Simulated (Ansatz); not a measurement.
# CH₅Al (triplet): wave-function methods side by side at distance Al1–H4 along a hydrogen transfer = 1.764 Å, cc-pVDZ

Aim: climb from Hartree-Fock through coupled cluster and multireference methods for CH₅Al (triplet) at one geometry and basis, and see what each rung misses.

Program: Ansatz 0.2.0, Gaussian basis. Level of theory: cc-pVDZ, core rule «outside noble gas», up to 6 orbitals frozen. These are calculated values, not measurements.

Plan: UHF; CCSD(T) on ROHF; CCSD(T) on UHF; BCCD(T) on ROHF; CISD; CCSDT(Q) on ROHF; CCSDT(Q) on UHF; CASSCF and NEVPT2, 4 electrons in 4 orbitals.

7 further runs of the same task are left out: 1 for a mislabelled method, 6 that didn't finish.

## Step 1: What is computed

The geometry derives from fragments relaxed apart (PBE0/def2-TZVP) and kept rigid, so it is no stationary point. A hydrogen atom is moved between rigid fragments.

7 atoms, charge 0, spin multiplicity 3.

Atoms are counted from 1 here; the program's logs count them from 0.

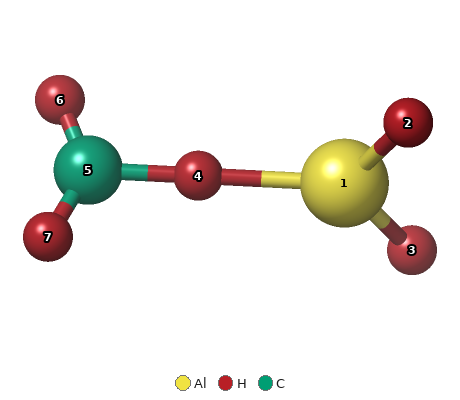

The geometry (aluminium yellow, hydrogen red, carbon teal); atoms are numbered from 1 in the order of the file.

## Step 2: UHF

in.yaml reads:

```yaml
crystal:
  periodic: [false, false, false]
  atoms:
    - {symbol: Al, position_ang: [-1.008024, 0.000000, 0.000000]}
    - {symbol: H, position_ang: [-1.800948, 1.373384, 0.000000]}
    - {symbol: H, position_ang: [-1.800948, -1.373384, 0.000000]}
    - {symbol: H, position_ang: [0.755976, 0.000000, 0.000000]}
    - {symbol: C, position_ang: [2.083976, 0.000000, 0.000000]}
    - {symbol: H, position_ang: [2.498444, 0.000000, 0.996161]}
    - {symbol: H, position_ang: [2.498444, 0.000000, -0.996161]}
basis:
  gaussian: {orbitals: cc-pVDZ}
magnetization: {spin_polarized: true, initial_magnetization: 2}
hamiltonian: {xc: hf}
output: {orbitals: {seedname: orbitals}}
```

The run is started by

```bash
ansatz run in.yaml --threads 1 --pin off --events-out ev --progress --plain --max-ram 2393MiB
```

The runs that follow: CCSD(T) on ROHF; CCSD(T) on UHF; BCCD(T) on ROHF; CISD; CCSDT(Q) on ROHF; CCSDT(Q) on UHF; CASSCF and NEVPT2, 4 electrons in 4 orbitals.

**Question.** What will the summary of the whole plan be? Wanted: UCCSDT(Q) below the RHF energy; RMP2 from UCCSDT(Q); UMP2 from UCCSDT(Q); RCCSD from UCCSDT(Q); RCCSD(T) from UCCSDT(Q); UCCSD(T) from UCCSDT(Q); RCCSDT(Q) from UCCSDT(Q); NEVPT2 pair from UCCSDT(Q); T1 diagnostic.

The runs gave:

| quantity | value |
| --- | --- |
| UCCSDT(Q) below the RHF energy | -6.8614 eV |
| RMP2 from UCCSDT(Q) | +1309.5 meV |
| UMP2 from UCCSDT(Q) | +1368.2 meV |
| RCCSD from UCCSDT(Q) | +172.1 meV |
| RCCSD(T) from UCCSDT(Q) | +34.6 meV |
| UCCSD(T) from UCCSDT(Q) | +35.7 meV |
| RCCSDT(Q) from UCCSDT(Q) | +0.8 meV |
| NEVPT2 pair from UCCSDT(Q) | +1333.4 meV |
| levels within 1 kcal/mol (43 meV) | RCCSD(T), UCCSD(T), BCCD(T), RCCSDT, UCCSDT, RCCSDT(Q) |
| T1 diagnostic | 0.021 |

In words: RCCSD(T) misses by +34.6 meV, 0.5 % of the correlation energy. These misses are within one basis, not against nature; the frozen cores of restricted and unrestricted runs differ, which can shift their rows.
